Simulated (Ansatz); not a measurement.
**BHLYP/aug-cc-pVDZ run of Si2H6 (disilane)**

What is the electronic atomisation energy of Si2H6 (disilane) at BHLYP/aug-cc-pVDZ? 

The results are computed with Ansatz 0.2.0.

35 further runs of the same task are left out: 7 that didn't finish, 28 set aside as unsound or not needed.

### 1 The structure to begin with

The species is Si2H6 (8 atoms), meant as a singlet with charge 0. SMILES: `[SiH3][SiH3]`. The shape is that of a PBE0-D4/def2-TZVP optimisation.

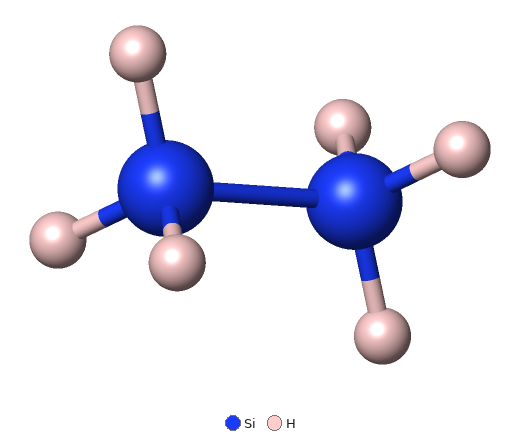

The structure, seen from a chosen angle (silicon blue, hydrogen pink).

### 2 A single-point energy at BHLYP/aug-cc-pVDZ

run.yaml reads:

```yaml
crystal:
  periodic: [false, false, false]
  atoms:
    - {symbol: Si, position_ang: [-0.340500, 0.490200, -1.004900]}
    - {symbol: Si, position_ang: [0.363500, -0.504400, 0.991000]}
    - {symbol: H, position_ang: [0.833900, 0.948200, -1.794900]}
    - {symbol: H, position_ang: [-1.112900, -0.483900, -1.821900]}
    - {symbol: H, position_ang: [-1.208000, 1.664100, -0.717900]}
    - {symbol: H, position_ang: [1.139000, 0.468600, 1.806300]}
    - {symbol: H, position_ang: [1.228100, -1.680500, 0.704000]}
    - {symbol: H, position_ang: [-0.811000, -0.959200, 1.782600]}
basis:
  gaussian: {orbitals: aug-cc-pVDZ}
hamiltonian: {xc: {name: BHLYP}}
accuracy: high
output: {orbitals: {seedname: orbitals}}
```

Started as:

```
$ ansatz run run.yaml --threads 1 --pin off --max-ram 3480MiB --events-out events.jsonl --progress --plain --runs-dir runs
```

The program printed:

```text
Warning: RAYON_NUM_THREADS=1 ignored (pool sized by the plan → 1); use --threads N
Functional definition: BHLYP
  name "BHLYP"
  parameter a = 0.5
  exchange = (1 - a)*b88_x + a*exact_x
  correlation = lyp_c
2208 factors; integrals over basis functions are off by at most 3.6e-9 eV
mean field evaluation 1: about -15851.9210 eV, gradient 9.2e0 eV
mean field evaluation 2: about -15852.2704 eV, gradient 3.2e0 eV
mean field evaluation 4: about -15852.3041 eV, gradient 7.9e-1 eV
mean field evaluation 8: about -15852.3662 eV, gradient 2.3e-2 eV
mean field evaluation 16: about -15852.3662 eV, gradient 2.6e-7 eV
mean field -15852.36624592 eV, -582.5637144178 hartree, gradient 9.7e-8 eV, S^2 0.000000; 0 other end points of the search recorded, 0 dependent functions left out
reference -15852.36628148 eV, -582.5637157248 hartree; 17, 17 occupied and 91, 91 virtual orbitals, 2208 factors
Total energy: -15852.36628148 eV, -582.5637157248 hartree
```

It took 13 s on 1 thread of Intel Xeon Platinum 8259CL at 2.50GHz (Skylake/Cascade Lake), shared host; peak memory 0.38 GiB.

### 3 The H atom at the same level

in.yaml reads:

```yaml
basis:
  gaussian: {orbitals: aug-cc-pVDZ}
crystal:
  periodic: [false, false, false]
  atoms:
    - {symbol: H, position_ang: [0.000000, 0.000000, 0.000000]}
magnetization: {spin_polarized: true, initial_magnetization: 1}
hamiltonian: {xc: {name: BHLYP}}
accuracy: high
```

Started as:

```
$ ansatz run in.yaml --threads 1 --pin off --max-ram 3480MiB --events-out events.jsonl --progress --plain --runs-dir runs
```

The program printed:

```text
Warning: RAYON_NUM_THREADS=1 ignored (pool sized by the plan → 1); use --threads N
[... 5 set-up lines as earlier in the session ...]
42 factors; integrals over basis functions are off by at most 4.4e-8 eV
mean field evaluation 1: about -13.5410 eV, gradient 8.5e-1 eV
mean field evaluation 2: about -13.5534 eV, gradient 1.7e-1 eV
mean field evaluation 4: about -13.5534 eV, gradient 5.2e-3 eV
mean field evaluation 8: about -13.5534 eV, gradient 3.4e-7 eV
mean field -13.55338503 eV, -0.4980777129 hartree, gradient 2.1e-9 eV, S^2 0.750000; 0 other end points of the search recorded, 0 dependent functions left out
reference -13.55340523 eV, -0.4980784553 hartree; 1, 0 occupied and 8, 9 virtual orbitals, 42 factors
Total energy: -13.55340523 eV, -0.4980784553 hartree
```

Run time: 0.28 s. Hardware: 1 thread of Intel Xeon Platinum 8259CL at 2.50GHz (Skylake/Cascade Lake), shared host.

### 4 The Si atom, same level

molecule.yaml reads:

```yaml
basis:
  gaussian: {orbitals: aug-cc-pVDZ}
crystal:
  periodic: [false, false, false]
  atoms:
    - {symbol: Si, position_ang: [0.000000, 0.000000, 0.000000]}
total_charge: 0
magnetization: {spin_polarized: true, initial_magnetization: 2}
hamiltonian: {xc: {name: BHLYP}}
accuracy: high
```

Run the same way, it converges to -289.37626 Eh (log not shown).

### 5 Results

Level: BHLYP/aug-cc-pVDZ.

```
                     quantity          value
       molecule: total energy  -582.56372 Eh
        molecule: HOMO energy       -9.41 eV
        molecule: LUMO energy        0.23 eV
      molecule: HOMO–LUMO gap        9.63 eV
         H atom: total energy    -0.49808 Eh
                 H atom: ⟨S²⟩          0.750
        Si atom: total energy  -289.37626 Eh
                Si atom: ⟨S²⟩          2.005
electronic atomisation energy      22.387 eV
```

Taking the molecule apart into free atoms costs 22.39 eV (516 kcal/mol), before zero-point energy and without spin-orbit coupling.
